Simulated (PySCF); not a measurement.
**Run report: GaCl$_{4}$ (charge −1), geometry relaxation**

- system: GaCl$_{4}$, charge −1, SMILES [Cl][Ga-]([Cl])([Cl])[Cl]
- method: PBE0-D3(BJ)/def2-SVP geometry optimisation, gas phase (PySCF 2.14.0)

It belongs to a series of runs on one base structure; here: ligand (all four): H to Cl.

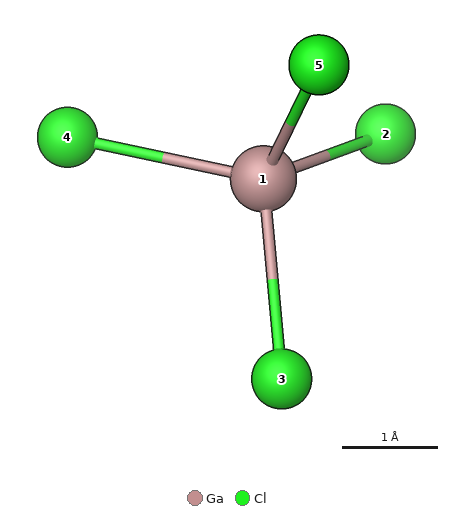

Fig. 1: The input geometry (ball-and-stick view, seen at an oblique angle; atoms are numbered from 1 in the order of the input). Sticks mark near contacts. Bond lengths as drawn: Cl–Ga 2.17 Å.

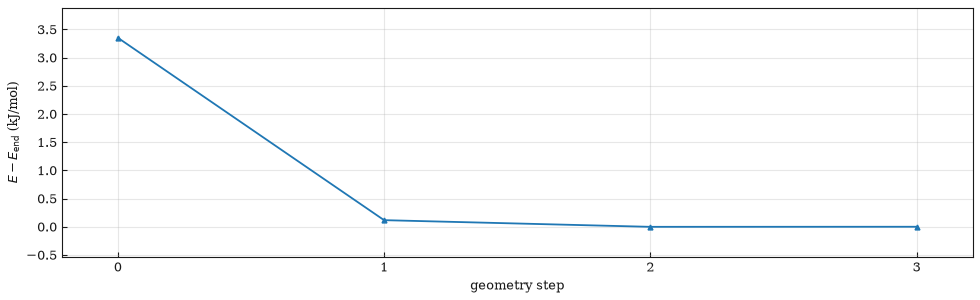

Fig. 2: Progress of the relaxation, step by step (steps are counted from 0).

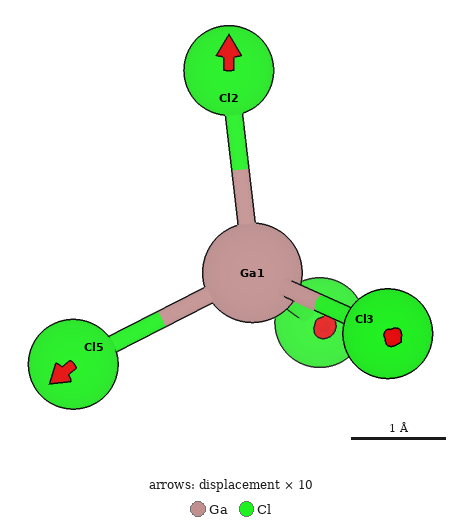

Fig. 3: The starting structure with the displacements as red arrows, magnified 10 times (ball-and-stick view, seen at a tilt). The two geometries are laid on each other by the best rigid fit. The atom that moves furthest after the best rigid fit is Cl2 (0.040 Å). By element the largest moves are Cl 0.040 Å, Ga 0.006 Å. Among the contacts that change: Ga1–Cl2 2.171 → 2.207 Å, Ga1–Cl3 2.171 → 2.203 Å. The energy falls by 3.35 kJ/mol in 3 geometry steps. The largest force component goes from 0.55 to 0.014 eV/Å. (Atoms are counted from 1 in the order of the input.)

The input and output of the run follow.

### Input file
```
{"job": {"xc": "PBE0", "basis": "def2-SVP", "d3": "d3bj", "grid": 1, "maxiter": 40, "kind": "geom"}, "charge": -1, "multiplicity": 1}
Ga     0.000430    -0.000430    -0.000240
Cl     0.010330    -0.016710     2.171130
Cl     2.044070     0.010770    -0.733200
Cl    -1.031040     1.775940    -0.704760
Cl    -1.023790    -1.769570    -0.732920
```

The first line tells a small driver script what to run in PySCF; the rest is the geometry in Å.

Launch command:
```bash
OMP_NUM_THREADS=1 python <driver script> task.json out
```

### Log
```
step   0  E = -3764.31937644  max force = 0.010712
step   1  E = -3764.32060889  max force = 0.002020
step   2  E = -3764.32065391  max force = 0.000254
step   3  E = -3764.32065344  max force = 0.000273
optimisation converged
```

### Trajectory as extended XYZ (Å, eV, eV/Å), 4 frames, from step=0 to step=3
```
5
Properties=species:S:1:pos:R:3:forces:R:3 step=0 energy=-102432.34766
Ga    0.0004   -0.0004   -0.0002    0.0048   0.0010   0.0144
Cl    0.0103   -0.0167    2.1711    0.0119  -0.0065   0.5508
Cl    2.0441    0.0108   -0.7332    0.4701  -0.0037  -0.1635
Cl   -1.0310    1.7759   -0.7048   -0.2489   0.4551  -0.1942
Cl   -1.0238   -1.7696   -0.7329   -0.2380  -0.4459  -0.2075
5
Properties=species:S:1:pos:R:3:forces:R:3 step=1 energy=-102432.38119
Ga   -0.0022    0.0001    0.0019   -0.0078   0.0015   0.0145
Cl    0.0077   -0.0187    2.2008   -0.0019  -0.0031   0.1039
Cl    2.0664    0.0097   -0.7351    0.0912  -0.0026  -0.0246
Cl   -1.0403    1.8005   -0.7176   -0.0428   0.0867  -0.0424
Cl   -1.0317   -1.7915   -0.7500   -0.0387  -0.0826  -0.0514
5
Properties=species:S:1:pos:R:3:forces:R:3 step=2 energy=-102432.38242
Ga   -0.0036    0.0003    0.0034   -0.0059   0.0004   0.0091
Cl    0.0008   -0.0212    2.2089   -0.0082  -0.0028   0.0039
Cl    2.0731    0.0092   -0.7286    0.0085  -0.0013   0.0059
Cl   -1.0397    1.8072   -0.7229    0.0019   0.0033  -0.0059
Cl   -1.0306   -1.7955   -0.7607    0.0037   0.0004  -0.0131
5
Properties=species:S:1:pos:R:3:forces:R:3 step=3 energy=-102432.38240
Ga   -0.0040    0.0004    0.0043   -0.0030  -0.0002   0.0053
Cl   -0.0079   -0.0241    2.2108   -0.0105  -0.0033  -0.0121
Cl    2.0764    0.0092   -0.7203   -0.0048  -0.0006   0.0108
Cl   -1.0369    1.8091   -0.7256    0.0086  -0.0099   0.0012
Cl   -1.0276   -1.7945   -0.7692    0.0098   0.0140  -0.0052
```

### Results in brief

- outcome: converged
- total energy: −3764.320653 hartree
- point group: Td
- hardware: 1 CPU thread, shared host
- wall time: 29 s
- peak memory: 0.4 GiB
